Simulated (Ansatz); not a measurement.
# ZrTi2Si2: a trial structure relaxed

Aim: relax a trial structure of ZrTi2Si2 and see where it ends.

Program: Ansatz 0.2.0. Level of theory: DFT PBE, scalar-relativistic, plane waves, PAW. These are calculated values, not measurements.

**1. Starting point**

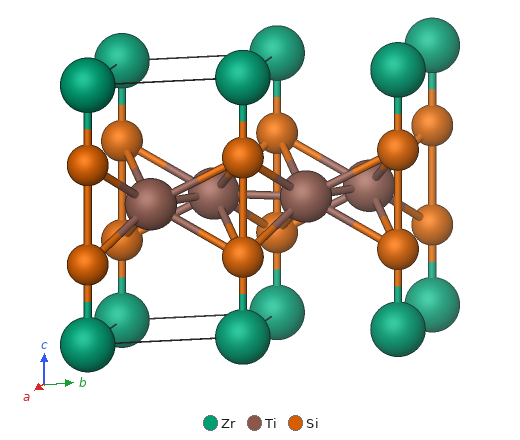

Start, viewed slightly off an axis; zirconium teal, titanium brown, silicon orange. 1×2×1 cells are drawn. Atoms on the faces are drawn again on the opposite ones.

Coordinates:

```
CELL_PARAMETERS angstrom
3.96090 0.00000 0.00000
-1.98045 3.43024 0.00000
0.00000 0.00000 6.37715
ATOMIC_POSITIONS crystal
Zr 0.00000 0.00000 0.00000
Ti 0.33333 0.66667 0.50000
Ti 0.66667 0.33333 0.50000
Si 0.00000 0.00000 0.69138
Si 0.00000 0.00000 0.30862
```

The cell is invented: random cell by space group and Wyckoff sites (P6/mmm, No. 191). The dimensions are guesses.

**2. A first look at the guess**

File input.yaml:

```yaml
crystal:
  lattice:
    - [3.96090015, 0.0, 0.0]
    - [-1.98045008, 3.43024015, 0.0]
    - [0.0, 0.0, 6.37715411]
  atoms:
    - { symbol: Zr, position: [0.0, 0.0, 0.0] }
    - { symbol: Ti, position: [0.33333333, 0.66666667, 0.5] }
    - { symbol: Ti, position: [0.66666667, 0.33333333, 0.5] }
    - { symbol: Si, position: [0.0, 0.0, 0.69137949] }
    - { symbol: Si, position: [0.0, 0.0, 0.30862051] }
basis:
  ecutwfc: 420
kpoints:
  mp_grid: { grid: [6, 6, 4] }
hamiltonian:
  xc: pbe
scf:
  occupations: { method: gaussian, width: 0.1 }
  lower_state_search: "off"
output:
  forces: true
  stress: true
  eigenvalues: true
```

Command:

```console
> ansatz run input.yaml --threads 1 --pin off --max-ram 2560MiB --backend cpu --events-out ev --progress --plain --runs-dir out
```

The log of the run, cut to the lines that bear on the results:

```text
Warning: RAYON_NUM_THREADS=1 ignored (pool sized by the plan → 1); use --threads N
[...]
Pseudopotentials: kind: paw
Pseudopotential: Zr, paw, valence charge 12, recommended cutoff 420 eV (normal), Zr.paw.azcp
Pseudopotential: Ti, paw, valence charge 12, recommended cutoff 420 eV (normal), Ti.paw.azcp
Pseudopotential: Si, paw, valence charge 4, recommended cutoff 420 eV (normal), Si.paw.azcp
Functional definition: PBE
[...]
Crystal: 5 atoms, lattice volume = 86.645 Å³
Basis set: ecut = 420 eV, 1725 PW (Γ), exchange–correlation on 54×54×90 points (8 copies of the dense FFT grid, shifted against one another)
Bands: 27, of which v1, the nominal top of the filled ones, is band 22 counted from 1 (21 counted from 0)
Symmetry: 24 space group operations
Space group: P6/mmm (ITA 191), of the structure as read, at distance tolerance 4.4e-5 Å
k-points: 21 of 144
[...]
SCF iter   1: F=—  HF=-10447.016188 eV  |F-HF|=—  |Δ(HF+E_count)|=         —  Δρ=2.64e-2  dr2=2.43e0  ethr=1.77e-3  ⟨swp⟩=5.2  Hψ=2528  notcnv=0
[...]
SCF iter   7: F=-10446.851932 eV  HF=-10446.851932 eV  |F-HF|=3.57e-10  |Δ(HF+E_count)|=   1.80e-7  Δρ=8.60e-6  dr2=6.77e-8  ethr=2.27e-10  ⟨swp⟩=6.3  Hψ=2763  notcnv=0
[...]
SCF converged after 7 iterations
Free energy (F): -10446.851932 eV
[...]
E sigma→0 (E₀):  -10446.842882 eV
Entropy (-TS):   -0.018099 eV (-3.620 meV/atom)
Fermi energy:    12.258476 eV
[...]
--- Forces (eV/Å), atoms counted from 1 ---
  atom   1  Zr     0.00000000    -0.00000000     0.00000000
  atom   2  Ti     0.00000000    -0.00000000     0.00000000
  atom   3  Ti    -0.00000000     0.00000000     0.00000000
  atom   4  Si     0.00000000    -0.00000000   -10.56541571
  atom   5  Si    -0.00000000     0.00000000    10.56541571
[...]
--- Stress (GPa, compression-positive) ---
       20.114554       0.000000      -0.000000
       -0.000000      20.114554       0.000000
       -0.000000       0.000000      76.818004
  P = ⅓ Tr σ = 39.0157 GPa (390.157 kbar)
--- Band table (eV; the first three rows and the last of 21) ---
  k-point 0: bands = ["-44.3890", "-43.6195", "-36.5003", "-21.2850", "-21.2850", "-20.6428", "-20.0830", "-19.6664", "-19.6664", "-15.6536", "-14.4849", "-14.4849", "1.3845", "6.2450", "7.3182", "9.1975", "9.1975", "9.8025", "10.4263", "10.4263", "11.3644", "11.3644", "12.9349", [...]
[...]
```

Run time: 3.4 s. Hardware: 1 thread of Arm Neoverse V1, shared host; peak memory 0.37 GiB.

From the probe: pressure 39.0 GPa, largest force 10.57 eV/Å, gap on this mesh none (metal). A cheap, loose relaxation comes first.

**3. Rough relaxation on the coarse mesh**

Edit input.yaml of step 2 so:

```diff
@@ -24 +24,6 @@
   eigenvalues: true
+relax:
+  adjacent_minimum: "off"
+  f_tol: 0.04
+  max_steps: 70
+  cell: { stress_tol: 0.4 }
```

Command:

```console
> ansatz run input.yaml --threads 1 --pin off --max-ram 2560MiB --backend cpu --events-out ev --progress --plain --runs-dir out
```

The log of the run:

```text
Warning: RAYON_NUM_THREADS=1 ignored (pool sized by the plan → 1); use --threads N
Engine: ansatz 0.2.0, aarch64-unknown-linux-gnu
[... 5 set-up lines as earlier in the session ...]
  parameter kappa = 0.804
  parameter beta = 0.06672455060314922
  exchange = pbe_x(kappa = kappa, mu = beta*pi^2/3)
  correlation = pbe_c(beta = beta)
Crystal: 5 atoms, lattice volume = 86.645 Å³
Basis set: ecut = 420 eV, 1725 PW (Γ), exchange–correlation on 54×54×90 points (8 copies of the dense FFT grid, shifted against one another)
Bands: 27, of which v1, the nominal top of the filled ones, is band 22 counted from 1 (21 counted from 0)
[... 2 set-up lines as earlier in the session ...]
k-points: 21 of 144
Non-local potential: Zr, projectors of the file, l = 0: 3, l = 1: 2, l = 2: 2, l = 3: 2
Non-local potential: Ti, projectors of the file, l = 0: 3, l = 1: 2, l = 2: 3, l = 3: 1
Non-local potential: Si, projectors of the file, l = 0: 2, l = 1: 2, l = 2: 2
PAW form: soft (Blöchl's): semilocal exchange-correlation on the pseudo side does not see the compensation charge
PAW one-centre angular grid: Zr, 590 points (default); XC on 64 Gauss nodes
PAW one-centre angular grid: Ti, 590 points (default); XC on 64 Gauss nodes
PAW one-centre angular grid: Si, 110 points (default); XC on 64 Gauss nodes
Initial density: superposition of atomic densities (neutral atoms: chi_scale 0, normalization atom), corrected by the library's trained network
Initial wavefunctions: pseudopotential atomic-orbital guess
Functional: x = pbe(κ = 0.804, μ = 0.2195149727645171), c = pbe(β = 0.06672455060314922)
SCF iter   1: F=—  HF=-10447.016188 eV  |F-HF|=—  |Δ(HF+E_count)|=         —  Δρ=2.64e-2  dr2=2.43e0  ethr=1.77e-3  ⟨swp⟩=5.2  Hψ=2528  notcnv=0
preconditioner: auto → Kerker (q_TF=auto, 2.437 Å⁻¹)  [metal: Δε(μ)=0.075 eV  Ē_g=4.689 eV  σ=0.100 eV  W_gap=0.40  n_scr=22 (ndim 8)  ℏωp=17.8 eV  f_vac=0.000  D(μ)=2.90/eV (n_scr^D=22)]
SCF iter   2: F=—  HF=-10446.877817 eV  |F-HF|=—  |Δ(HF+E_count)|=   1.38e-1  Δρ=1.08e-2  dr2=4.30e-1  ethr=1.77e-3  ⟨swp⟩=2.0  Hψ=813  notcnv=0  defer=6
SCF iter   3: F=—  HF=-10446.851251 eV  |F-HF|=—  |Δ(HF+E_count)|=   2.66e-2  Δρ=2.18e-3  dr2=2.87e-3  ethr=9.78e-4  ⟨swp⟩=2.0  Hψ=753  notcnv=0  defer=6
SCF iter   4: F=—  HF=-10446.851851 eV  |F-HF|=—  |Δ(HF+E_count)|=   6.00e-4  Δρ=5.74e-4  dr2=3.52e-4  ethr=6.53e-6  ⟨swp⟩=2.1  Hψ=731  notcnv=0  defer=6
SCF iter   5: F=—  HF=-10446.851843 eV  |F-HF|=—  |Δ(HF+E_count)|=   7.76e-6  Δρ=1.60e-4  dr2=6.71e-5  ethr=8.00e-7  ⟨swp⟩=2.0  Hψ=717  notcnv=0  defer=6
SCF iter   6: F=—  HF=-10446.851932 eV  |F-HF|=—  |Δ(HF+E_count)|=   8.84e-5  Δρ=4.28e-5  dr2=2.36e-6  ethr=1.52e-7  ⟨swp⟩=1.6  Hψ=583  notcnv=0  defer=6
SCF iter   7: F=-10446.851932 eV  HF=-10446.851932 eV  |F-HF|=3.13e-10  |Δ(HF+E_count)|=   1.81e-7  Δρ=8.60e-6  dr2=6.77e-8  ethr=2.27e-10  ⟨swp⟩=6.2  Hψ=2765  notcnv=0
SCF 1 converged in 7 iterations: F = -10446.851932 eV  dr2 = 6.77e-8
relax step   1: F+E_penalty+E_count = -10446.85193178 eV  Δ(F+E_penalty+E_count) = +0.000e0 eV  max|allowed force component| = 1.057e1 eV/Å  Δτ_max = 0.0000 Å  P = +39.016 GPa  Ω = 86.645 Å³  (7 SCF iters, dr2 threshold 1.00e-7 eV, accepted)
Crystal: 5 atoms, lattice volume = 94.410 Å³
Basis set: ecut = 420 eV, 1835 PW (Γ), exchange–correlation on 54×54×90 points (8 copies of the dense FFT grid, shifted against one another)
Initial density: handed on by an earlier stage of this run
Initial wavefunctions: those handed on with the density
SCF iter   1: F=—  HF=-10450.907471 eV  |F-HF|=—  |Δ(HF+E_count)|=         —  Δρ=2.84e-2  dr2=1.94e0  ethr=3.10e-3  ⟨swp⟩=7.7  Hψ=2482  notcnv=0
preconditioner: auto → Kerker (q_TF=auto, 2.402 Å⁻¹)  [metal: Δε(μ)=0.056 eV  Ē_g=4.591 eV  σ=0.100 eV  W_gap=0.29  n_scr=22 (ndim 8)  ℏωp=17.1 eV  f_vac=0.000  D(μ)=4.32/eV (n_scr^D=36)]
SCF iter   2: F=—  HF=-10450.650220 eV  |F-HF|=—  |Δ(HF+E_count)|=   2.57e-1  Δρ=1.48e-2  dr2=4.20e-1  ethr=3.10e-3  ⟨swp⟩=1.8  Hψ=775  notcnv=0  defer=1
SCF iter   3: F=—  HF=-10450.567099 eV  |F-HF|=—  |Δ(HF+E_count)|=   8.31e-2  Δρ=2.76e-3  dr2=2.40e-2  ethr=9.55e-4  ⟨swp⟩=2.2  Hψ=839  notcnv=0  defer=6
SCF iter   4: F=—  HF=-10450.564995 eV  |F-HF|=—  |Δ(HF+E_count)|=   2.10e-3  Δρ=1.15e-3  dr2=2.79e-3  ethr=5.46e-5  ⟨swp⟩=1.9  Hψ=676  notcnv=0  defer=6
SCF iter   5: F=—  HF=-10450.564533 eV  |F-HF|=—  |Δ(HF+E_count)|=   4.62e-4  Δρ=2.51e-4  dr2=1.52e-4  ethr=6.35e-6  ⟨swp⟩=2.0  Hψ=754  notcnv=0  defer=6
SCF iter   6: F=—  HF=-10450.564595 eV  |F-HF|=—  |Δ(HF+E_count)|=   6.21e-5  Δρ=6.59e-5  dr2=7.95e-6  ethr=3.45e-7  ⟨swp⟩=2.0  Hψ=713  notcnv=0  defer=6
SCF iter   7: F=-10450.564595 eV  HF=-10450.564595 eV  |F-HF|=1.84e-8  |Δ(HF+E_count)|=   6.69e-7  Δρ=1.22e-5  dr2=1.46e-7  ethr=1.14e-9  ⟨swp⟩=6.3  Hψ=2907  notcnv=0
SCF 2 converged in 7 iterations: F = -10450.564595 eV  dr2 = 1.46e-7
relax step   2: F+E_penalty+E_count = -10450.56459534 eV  Δ(F+E_penalty+E_count) = -3.713e0 eV  max|allowed force component| = 2.798e0 eV/Å  Δτ_max = 0.1471 Å  P = +22.405 GPa  Ω = 94.410 Å³  energy of the carried Pulay correction = -1.484e-3 eV  (7 SCF iters, dr2 threshold 5.00e-7 eV, accepted)
Crystal: 5 atoms, lattice volume = 108.253 Å³
Basis set: ecut = 420 eV, 2105 PW (Γ), exchange–correlation on 54×54×90 points (8 copies of the dense FFT grid, shifted against one another)
SCF iter   1: F=—  HF=-10452.122877 eV  |F-HF|=—  |Δ(HF+E_count)|=         —  Δρ=1.96e-2  dr2=2.20e0  ethr=3.10e-3  ⟨swp⟩=6.7  Hψ=2370  notcnv=0
preconditioner: auto → Kerker (q_TF=auto, 2.348 Å⁻¹)  [metal: Δε(μ)=0.011 eV  Ē_g=4.107 eV  σ=0.100 eV  W_gap=0.06  n_scr=22 (ndim 8)  ℏωp=16.0 eV  f_vac=0.000  D(μ)=4.76/eV (n_scr^D=36)]
SCF iter   2: F=—  HF=-10451.998000 eV  |F-HF|=—  |Δ(HF+E_count)|=   1.25e-1  Δρ=8.26e-3  dr2=4.64e-1  ethr=3.10e-3  ⟨swp⟩=1.0  Hψ=736  notcnv=0
SCF iter   3: F=—  HF=-10451.953841 eV  |F-HF|=—  |Δ(HF+E_count)|=   4.42e-2  Δρ=2.17e-3  dr2=1.16e-2  ethr=1.05e-3  ⟨swp⟩=1.4  Hψ=578  notcnv=0
SCF iter   4: F=—  HF=-10451.951299 eV  |F-HF|=—  |Δ(HF+E_count)|=   2.54e-3  Δρ=7.82e-4  dr2=1.18e-3  ethr=2.63e-5  ⟨swp⟩=2.1  Hψ=727  notcnv=0
SCF iter   5: F=—  HF=-10451.951135 eV  |F-HF|=—  |Δ(HF+E_count)|=   1.64e-4  Δρ=2.22e-4  dr2=7.39e-5  ethr=2.68e-6  ⟨swp⟩=2.1  Hψ=800  notcnv=0
SCF iter   6: F=—  HF=-10451.950783 eV  |F-HF|=—  |Δ(HF+E_count)|=   3.52e-4  Δρ=5.31e-5  dr2=2.76e-6  ethr=1.68e-7  ⟨swp⟩=2.0  Hψ=824  notcnv=0
SCF iter   7: F=—  HF=-10451.950785 eV  |F-HF|=—  |Δ(HF+E_count)|=   1.70e-6  Δρ=1.44e-5  dr2=5.14e-7  ethr=1.14e-9  ⟨swp⟩=7.1  Hψ=2709  notcnv=0
SCF iter   8: F=-10451.950785 eV  HF=-10451.950785 eV  |F-HF|=3.42e-8  |Δ(HF+E_count)|=   7.85e-8  Δρ=3.89e-6  dr2=4.73e-8  ethr=1.14e-9  ⟨swp⟩=4.0  Hψ=1743  notcnv=0
SCF 3 converged in 8 iterations: F = -10451.950785 eV  dr2 = 4.73e-8
relax step   3: F+E_penalty+E_count = -10451.95078456 eV  Δ(F+E_penalty+E_count) = -1.386e0 eV  max|allowed force component| = 6.750e-1 eV/Å  Δτ_max = 0.0589 Å  P = +6.225 GPa  Ω = 108.253 Å³  energy of the carried Pulay correction = -3.839e-3 eV  (8 SCF iters, dr2 threshold 5.00e-7 eV, accepted)
[... 12 lines left out ...]
relax step   4: F+E_penalty+E_count = -10452.14275392 eV  Δ(F+E_penalty+E_count) = -1.920e-1 eV  max|allowed force component| = 3.810e-1 eV/Å  Δτ_max = 0.0110 Å  P = +0.993 GPa  Ω = 114.390 Å³  energy of the carried Pulay correction = -4.781e-3 eV  (7 SCF iters, dr2 threshold 5.00e-7 eV, accepted)
[... 11 lines left out ...]
relax step   5: F+E_penalty+E_count = -10452.15980440 eV  Δ(F+E_penalty+E_count) = -1.705e-2 eV  max|allowed force component| = 4.127e-2 eV/Å  Δτ_max = 0.0110 Å  P = -0.009 GPa  Ω = 115.820 Å³  energy of the carried Pulay correction = -4.992e-3 eV  (6 SCF iters, dr2 threshold 5.00e-7 eV, accepted)
[... 12 lines left out ...]
relax step   6: F+E_penalty+E_count = -10452.16147034 eV  Δ(F+E_penalty+E_count) = -1.666e-3 eV  max|allowed force component| = 1.226e-4 eV/Å  Δτ_max = 0.0010 Å  P = +0.005 GPa  Ω = 115.712 Å³  energy of the carried Pulay correction = -4.976e-3 eV  (6 SCF iters, dr2 threshold 5.00e-7 eV, accepted)
[... 11 lines left out ...]
relax step   7: F+E_penalty+E_count = -10452.19904443 eV  Δ(F+E_penalty+E_count) = -3.757e-2 eV  max|allowed force component| = 7.928e-3 eV/Å  Δτ_max = 0.0000 Å  P = +0.569 GPa  Ω = 115.712 Å³  stress off target by 8.94e-1 GPa  SCF on the basis re-selected at this cell (its energy is not comparable with the rows above)  (6 SCF iters)
[... 13 lines left out ...]
relax step   8: F+E_penalty+E_count = -10452.20076904 eV  Δ(F+E_penalty+E_count) = -1.725e-3 eV  max|allowed force component| = 1.822e-3 eV/Å  Δτ_max = 0.0007 Å  P = +0.043 GPa  Ω = 116.516 Å³  energy of the carried Pulay correction = -9.624e-5 eV  (6 SCF iters, dr2 threshold 5.00e-7 eV, accepted)
iter 1 solved again at ethr=4.90e-7 eV; its pass at ethr=3.10e-3 eV (dr2=2.16e-4 eV) is discarded
SCF iter   1: F=—  HF=-10452.200838 eV  |F-HF|=—  |Δ(HF+E_count)|=         —  Δρ=4.29e-5  dr2=6.09e-8  ethr=4.90e-7  ⟨swp⟩=3.8  Hψ=4016  notcnv=0
eigensolver tolerance schedule: the retry pair's looser diagonalisation over-reported the residual by 3543.96 of it (diagonalisation noise at 1.28 of the residual, at the tolerance the schedule requests for it); recorded, not acted on — ethr = c·dr2/N_el stays at c = 1.0e-1
preconditioner: auto → Kerker (q_TF=auto, 2.320 Å⁻¹)  [metal: Δε(μ)=0.055 eV  Ē_g=3.935 eV  σ=0.100 eV  W_gap=0.30  n_scr=22 (ndim 8)  ℏωp=15.4 eV  f_vac=0.000  D(μ)=6.37/eV (n_scr^D=66)]
SCF iter   2: F=—  HF=-10452.200864 eV  |F-HF|=—  |Δ(HF+E_count)|=   2.57e-5  Δρ=2.17e-5  dr2=1.86e-8  ethr=1.38e-10  ⟨swp⟩=3.1  Hψ=1245  notcnv=0
iter 3 did not close the SCF: its close was put off for the readings that it lacked (scf_convergence_deferred on its scf_iter line)
SCF iter   3: F=-10452.200868 eV  HF=-10452.200868 eV  |F-HF|=1.53e-8  |Δ(HF+E_count)|=   4.80e-6  Δρ=1.50e-6  dr2=1.16e-9  ethr=4.24e-11  ⟨swp⟩=1.6  Hψ=591  notcnv=0
iter 4 did not close the SCF: its close was put off for the readings that it lacked (scf_convergence_deferred on its scf_iter line)
SCF iter   4: F=-10452.200868 eV  HF=-10452.200868 eV  |F-HF|=5.82e-10  |Δ(HF+E_count)|=   1.52e-8  Δρ=4.70e-7  dr2=2.65e-10  ethr=2.63e-12  ⟨swp⟩=1.0  Hψ=568  notcnv=0
iter 5 did not close the SCF: its close was put off for the readings that it lacked (scf_convergence_deferred on its scf_iter line)
SCF iter   5: F=-10452.200868 eV  HF=-10452.200868 eV  |F-HF|=4.18e-11  |Δ(HF+E_count)|=  5.97e-10  Δρ=1.32e-7  dr2=3.47e-11  ethr=1.00e-12  ⟨swp⟩=1.6  Hψ=589  notcnv=0
SCF iter   6: F=-10452.200868 eV  HF=-10452.200868 eV  |F-HF|=0.00e0  |Δ(HF+E_count)|=  5.09e-11  Δρ=3.32e-8  dr2=1.74e-12  ethr=1.00e-12  ⟨swp⟩=2.2  Hψ=1450  notcnv=0
SCF 9 converged in 6 iterations: F = -10452.200868 eV  dr2 = 1.74e-12
relax step   9: F+E_penalty+E_count = -10452.20086842 eV  Δ(F+E_penalty+E_count) = -9.938e-5 eV  max|allowed force component| = 1.820e-3 eV/Å  Δτ_max = 0.0000 Å  P = +0.042 GPa  Ω = 116.516 Å³  stress off target by 8.03e-2 GPa  SCF on the basis re-selected at this cell (its energy is not comparable with the rows above)  (6 SCF iters)
basis re-selected at this cell: Δ(F+E_penalty+E_count) = -9.938e-5 eV, ΔP = -0.001 GPa vs the last step (what re-selecting the basis moved, of the pressure what is left beyond the Pulay correction that the steps carried, after the strain that the cell walked since its last selection, with what the two solves' SCF thresholds leave and, on support functions, any second-order correction that the steps lacked; it is no measure of the basis error at this ecutwfc). This SCF's stress stands 8.03e-2 GPa from its target on what of the cell is left free (relax.cell.stress_tol is 4.00e-1 GPa) and its largest allowed force component is 1.82e-3 eV/Å (relax.f_tol is 4.00e-2 eV/Å): within both
SCF converged after 6 iterations
Free energy (F): -10452.200868 eV
Harris-Foulkes:  -10452.200868 eV  (|F-HF|=0.00e0)
Internal energy: -10452.169035 eV  (E = F + TS)
E sigma→0 (E₀):  -10452.184952 eV
Entropy (-TS):   -0.031833 eV (-6.367 meV/atom)
Fermi energy:    8.468181 eV
--- Per-component energies (eV) ---
  E_band       = -580.255133
  E_kinetic    = 961.388607
  E_local      = -4107.424492  (includes V_loc(G=0)·N_el)
  E_nonlocal   = 153.651693
  E_hartree    = 1685.061673
  E_xc         = -465.539296
  E_vxc        = -526.371142  (∫ρ·V_xc dr)
  E_paw        = -6077.658884  (= ΣΔE_a)
  E_vpaw       = -431.623443  (= ΣTr[D̂ρ^β])
  E_aug_tail   = 0.000274  (compensation charges beyond the density's cutoff)
  E_ewald      = -2601.648610
  E_smearing   = -0.031833  (= −TS)
  E_closure    = 0.000000  (closes the sum)
  Σ components = -10452.200868   (vs F -10452.200868, Δ=0.00e0)
--- Forces (eV/Å), atoms counted from 1 ---
  atom   1  Zr     0.00000000     0.00000000     0.00000000
  atom   2  Ti     0.00000000     0.00000000     0.00000000
  atom   3  Ti    -0.00000000    -0.00000000    -0.00000000
  atom   4  Si     0.00000000     0.00000000     0.00182038
  atom   5  Si     0.00000000    -0.00000000    -0.00182038
  max |Σ_I F_I| component: 1.85e-17 eV/Å
--- Stress (GPa, compression-positive) ---
        0.022958      -0.000000      -0.000000
       -0.000000       0.022958      -0.000000
       -0.000000      -0.000000       0.080283
  P = ⅓ Tr σ = 0.0421 GPa (0.421 kbar)
--- Band table (eV; the first three rows and the last of 21) ---
  k-point 0: bands = ["-48.2892", "-47.9251", "-41.4225", "-24.8996", "-24.8996", "-24.6335", "-24.3538", "-23.9788", "-23.9788", "-19.4583", "-19.4583", "-19.3445", "-2.0299", "2.2433", "3.9434", "5.3293", "5.3293", "6.8727", "7.8752", "7.8752", "7.9909", "7.9909", "8.9446", "8.9446", "9.1774", "9.2737", "9.2737"]
  k-point 1: bands = ["-48.2892", "-47.9251", "-41.4225", "-24.8996", "-24.8996", "-24.6335", "-24.3538", "-23.9788", "-23.9788", "-19.4583", "-19.4583", "-19.3445", "-1.9728", "1.7514", "4.6772", "5.2965", "5.2965", "6.8638", "7.9578", "7.9578", "8.1271", "8.1271", "9.0244", "9.0244", "9.0784", "9.2495", "9.2495"]
  k-point 2: bands = ["-48.2892", "-47.9251", "-41.4225", "-24.8996", "-24.8996", "-24.6335", "-24.3538", "-23.9788", "-23.9788", "-19.4583", "-19.4583", "-19.3446", "-1.9110", "1.4056", "5.2657", "5.2657", "5.3650", "6.7783", "7.9279", "7.9279", "8.5612", "8.5612", "9.0597", "9.1474", "9.1474", "9.1796", "9.1796"]
  k-point 20: bands = ["-48.1093", "-48.1093", "-41.4209", "-25.0519", "-24.4935", "-24.4935", "-24.4433", "-24.4433", "-23.8230", "-19.4790", "-19.4790", "-19.3404", "-0.9957", "1.8903", "4.6973", "4.6973", "6.3152", "6.3152", "6.6768", "7.4737", "8.0962", "8.0962", "8.5912", "8.7632", "8.7632", "8.8617", "8.8617"]
--- Relaxed structure (7 steps of the walk, 7 accepted, 2 SCFs on fresh bases) ---
  F+E_penalty+E_count = -10452.20086842 eV   max|allowed force component| = 1.820e-3 eV/Å   (the final SCF, on the basis selected at the relaxed cell)
  cell:  # Å, volume = 116.5162 Å³
    - [4.276904325808048, 3.1170588786473764e-9, -6.895714316469981e-34]
    - [-2.1384521656034763, 3.7039077941467977, -2.5240066083633277e-34]
    - [-3.700760871562088e-34, -1.8503804357810444e-33, 7.3552346577773635]
  atoms:
    - { symbol: Zr, position: [1.1348450462252507e-34, -4.64371149556218e-35, 5.44043140891512e-20] }
    - { symbol: Ti, position: [0.33333333333333337, 0.6666666666666666, 0.5] }
    - { symbol: Ti, position: [0.6666666666666666, 0.33333333333333326, 0.5] }
    - { symbol: Si, position: [2.402586696766657e-34, 1.0986413111359075e-34, 0.6553516060485225] }
    - { symbol: Si, position: [-1.8616008559659209e-34, 3.500329139568319e-35, 0.3446483939514777] }
```

Wall time 36 s (1 thread of Arm Neoverse V1, shared host); peak memory 0.41 GiB.

Relaxation path:

```
step  energy from step 1 (eV/cell)  largest force component (eV/Å)  pressure (GPa)  volume (Å³)
   1                        0.0000                         10.5654           39.02        86.65
   2                       -3.7127                          2.7976           22.40        94.41
   3                       -5.0989                          0.6750            6.22       108.25
   4                       -5.2908                          0.3810            0.99       114.39
   5                       -5.3079                          0.0413           -0.01       115.82
   6                       -5.3095                          0.0001            0.00       115.71
   7                       -5.3471                          0.0079            0.57       115.71
   8                       -5.3488                          0.0018            0.04       116.52
   9                       -5.3489                          0.0018            0.04       116.52
```

Step 1 is the start. Steps 7, 9 each repeat the geometry before them on a plane-wave basis chosen anew, so the energy can jump there without any move.

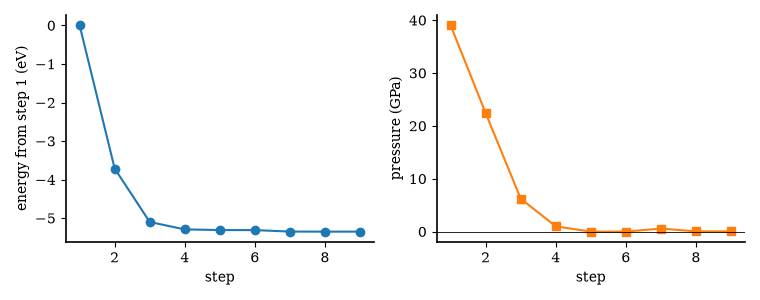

Energy and pressure along the relaxation.

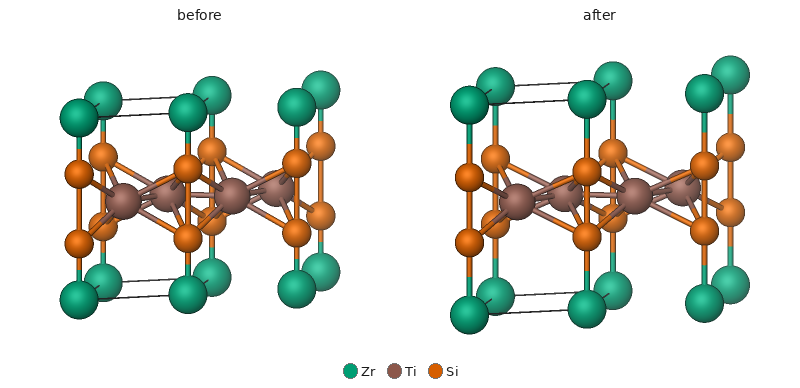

Before and after, at one scale.

|  | before | after | change |
| --- | --- | --- | --- |
| a (Å) | 3.961 | 4.277 | +8.0 % |
| b (Å) | 3.961 | 4.277 | +8.0 % |
| c (Å) | 6.377 | 7.355 | +15.3 % |
| volume (Å³/atom) | 17.33 | 23.30 | +34.5 % |
| shortest distance (Å) | 1.968 | 2.285 | +16.1 % |
| space group (0.01 Å) | P6/mmm | P6/mmm | same |

The run keeps the 24 symmetry operations of the start, so it could not have lowered the symmetry.

(Part 1 of 2 ends here.)
